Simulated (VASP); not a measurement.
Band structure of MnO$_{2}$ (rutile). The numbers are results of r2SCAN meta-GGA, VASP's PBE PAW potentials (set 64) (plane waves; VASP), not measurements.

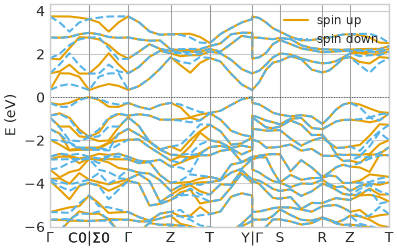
Bands along high-symmetry lines, zero at the valence-band maximum or, without a gap, the Fermi level

Read the plot: is there a gap, and where are the band edges?

The gap is direct, 0.33 eV, from the valence maximum at Y to the conduction minimum at Y.

The compound is MnO2 in the rutile structure. It was relaxed first.
